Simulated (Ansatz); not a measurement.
**SiH4S (Si(SH)H3): levels of theory compared**

Wanted: a comparison of 6 runs (B3LYP/STO-3G, UB3LYP/STO-3G, r2SCAN0/STO-3G, revPBE/STO-3G, RPA@PBE/STO-3G, CCSDTQ/STO-3G) of SiH4S (Si(SH)H3). 

Program for the calculation: Ansatz 0.2.0.

54 further runs of the same task are left out: 54 set aside as unsound or not needed.

### Step 1. Starting point

The species is SiH4S (6 atoms), meant as a singlet with charge 0. As SMILES, `[H][Si]([H])([H])S`. The H6–Si1 distance was set to 3.644 Å, away from the relaxed value. At this shape a bond of the SMILES string is far longer than usual.

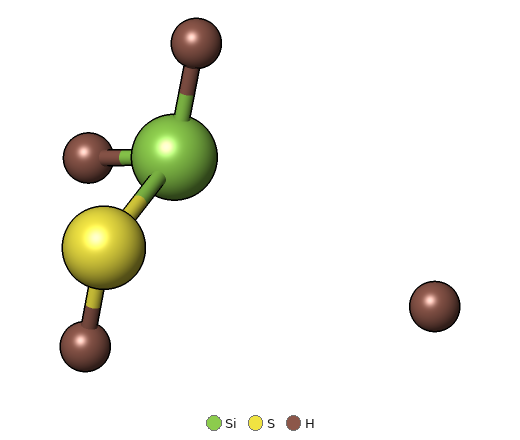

The structure, seen from a chosen angle (silicon green, sulfur yellow, hydrogen brown).

### Step 2. The energy at B3LYP/STO-3G (run 1)

job.yaml reads:

```yaml
basis:
  gaussian: {orbitals: STO-3G}
crystal:
  periodic: [false, false, false]
  atoms:
    - {symbol: Si, position_ang: [1.254352, 1.801260, 0.066566]}
    - {symbol: S, position_ang: [1.306862, 1.835620, 2.212616]}
    - {symbol: H, position_ang: [-0.003668, 1.875710, 2.406386]}
    - {symbol: H, position_ang: [2.659152, 1.795110, -0.298804]}
    - {symbol: H, position_ang: [0.549912, 2.996400, -0.379014]}
    - {symbol: H, position_ang: [-0.500900, -1.225100, -0.952020]}
hamiltonian: {xc: {name: B3LYP}}
accuracy: high
```

On the command line:

```console
$ ansatz run job.yaml --threads 1 --pin off --max-ram 2610MiB --events-out events.jsonl --progress --plain --runs-dir runs
```

Standard output:

```text
Warning: RAYON_NUM_THREADS=1 ignored (pool sized by the plan → 1); use --threads N
Functional definition: B3LYP
  name "B3LYP"
  parameter a0 = 0.2
  parameter ax = 0.72
  parameter ac = 0.81
  exchange = (1 - a0 - ax)*slater_x + ax*b88_x + a0*exact_x
  correlation = (1 - ac)*vwn_rpa_c + ac*lyp_c
383 factors; integrals over basis functions are off by at most 2.1e-8 eV
mean field evaluation 1: about -18551.6680 eV, gradient 2.0e1 eV
mean field evaluation 2: about -18545.3159 eV, gradient 2.9e1 eV
mean field evaluation 4: about -18553.2023 eV, gradient 1.2e1 eV
mean field evaluation 8: about -18556.3245 eV, gradient 1.7e1 eV
mean field evaluation 16: about -18559.9898 eV, gradient 2.5e-7 eV
mean field -18559.98982143 eV, -682.0670455247 hartree, gradient 2.2e-8 eV, S^2 0.000000; 0 other end points of the search recorded, 0 dependent functions left out
reference -18559.98985353 eV, -682.0670467041 hartree; 17, 17 occupied and 5, 5 virtual orbitals, 383 factors
Total energy: -18559.98985353 eV, -682.0670467041 hartree
```

It took 1.6 s on 1 thread of Arm Neoverse V1, shared host; peak memory 0.099 GiB.

### Step 3. A single-point energy at UB3LYP/STO-3G (run 2)

molecule.yaml reads:

```yaml
crystal:
  periodic: [false, false, false]
  atoms:
    - {symbol: Si, position_ang: [1.254352, 1.801260, 0.066566]}
    - {symbol: S, position_ang: [1.306862, 1.835620, 2.212616]}
    - {symbol: H, position_ang: [-0.003668, 1.875710, 2.406386]}
    - {symbol: H, position_ang: [2.659152, 1.795110, -0.298804]}
    - {symbol: H, position_ang: [0.549912, 2.996400, -0.379014]}
    - {symbol: H, position_ang: [-0.500900, -1.225100, -0.952020]}
basis:
  gaussian: {orbitals: STO-3G}
magnetization: {spin_polarized: true, initial_magnetization: 0}
hamiltonian: {xc: {name: B3LYP}}
accuracy: high
```

On the command line:

```console
$ ansatz run molecule.yaml --threads 1 --pin off --max-ram 2610MiB --events-out events.jsonl --progress --plain --runs-dir runs
```

Standard output:

```text
Warning: RAYON_NUM_THREADS=1 ignored (pool sized by the plan → 1); use --threads N
Functional definition: B3LYP
  name "B3LYP"
  parameter a0 = 0.2
  parameter ax = 0.72
  parameter ac = 0.81
  exchange = (1 - a0 - ax)*slater_x + ax*b88_x + a0*exact_x
  correlation = (1 - ac)*vwn_rpa_c + ac*lyp_c
383 factors; integrals over basis functions are off by at most 2.1e-8 eV
mean field evaluation 1: about -18551.6680 eV, gradient 1.4e1 eV
mean field evaluation 2: about -18545.3159 eV, gradient 2.0e1 eV
mean field evaluation 4: about -18553.2023 eV, gradient 8.7e0 eV
mean field evaluation 8: about -18556.3245 eV, gradient 1.2e1 eV
mean field evaluation 16: about -18561.6793 eV, gradient 1.1e0 eV
mean field evaluation 32: about -18561.7616 eV, gradient 4.5e-3 eV
mean field -18561.76162546 eV, -682.1321581219 hartree, gradient 1.7e-8 eV, S^2 0.989655; 2 other end points of the search recorded, 0 dependent functions left out
reference -18561.76165766 eV, -682.1321593052 hartree; 17, 17 occupied and 5, 5 virtual orbitals, 383 factors
Total energy: -18561.76165766 eV, -682.1321593052 hartree
```

Wall time 4.2 s (1 thread of Arm Neoverse V1, shared host); peak memory 0.14 GiB.

Runs 3 to 5 aren't shown in full; the table further down has their settings and results.

### Step 4. A single-point energy at CCSDTQ/STO-3G (run 6)

run.yaml reads:

```yaml
crystal:
  periodic: [false, false, false]
  atoms:
    - {symbol: Si, position_ang: [1.254352, 1.801260, 0.066566]}
    - {symbol: S, position_ang: [1.306862, 1.835620, 2.212616]}
    - {symbol: H, position_ang: [-0.003668, 1.875710, 2.406386]}
    - {symbol: H, position_ang: [2.659152, 1.795110, -0.298804]}
    - {symbol: H, position_ang: [0.549912, 2.996400, -0.379014]}
    - {symbol: H, position_ang: [-0.500900, -1.225100, -0.952020]}
basis:
  gaussian:
    orbitals: STO-3G
correlation:
  method: ccsdtq
  frozen_orbitals: {H: 0, S: 5, Si: 5}
accuracy: high
scf:
  omitted_lower_state_checks: [cluster_reference, increment]
```

On the command line:

```console
$ ansatz run run.yaml --threads 1 --pin off --max-ram 2610MiB --events-out events.jsonl --progress --plain --runs-dir runs
```

Standard output:

```text
Warning: RAYON_NUM_THREADS=1 ignored (pool sized by the plan → 1); use --threads N
[... 12 lines left out ...]
10 core orbitals not correlated: weight in the atoms' cores, before any rotation towards them, 1.000 or more for the frozen orbitals, at most 0.000 for the correlated occupied ones
[... 36 lines left out ...]
WARN: these amplitudes may be one of several solutions (largest doubles amplitude 0.91, level shift 12.41 eV)
Total energy: -18531.68807069 eV, -681.0269753686 hartree
Checks for a lower state left out: cluster_reference, increment
```

Run time: 4.5 s. Hardware: 1 thread of Arm Neoverse V1, shared host; peak memory 0.1 GiB.

### Step 5. All runs side by side

```tsv
run	level	frozen core orbitals	energy (Eh)	wall time
1	B3LYP/STO-3G	–	-682.067047	1.6 s
2	UB3LYP/STO-3G	–	-682.132159	4.2 s
3	r2SCAN0/STO-3G	–	-682.011837	3.3 s
4	revPBE/STO-3G	–	-681.949751	1.5 s
5	RPA@PBE/STO-3G	10	-681.042874	3 s
6	CCSDTQ/STO-3G	10	-681.026975	4.5 s
```

### Step 6. Outcome

| quantity | value |
| --- | --- |
| run 6: total energy | -681.02698 Eh |
| run 6: correlation energy (10 core orbitals frozen) | -276.3 mEh |
| run 6: T1 diagnostic | 0.042 |

What this shows: Totals of different functionals can't be ranked against each other. In runs 5, 6 the log says that unrestricted orbitals would lower the reference, so the values rest on an unstable closed-shell determinant (other closed-shell runs at this shape may share the fault). In runs 1, 2, 3, 4, 5, 6 the basis is minimal, so the values are rough. In runs 1, 3, 4, 5 a closed-shell determinant meets a far-stretched bond, which it describes badly. Spin contamination of the reference: run 2 ⟨S²⟩ = 0.99. Where it is this large, the reference is a mixture of spin states, and values that rest on it are in doubt. All runs together took 18 s, the longest 4.5 s.
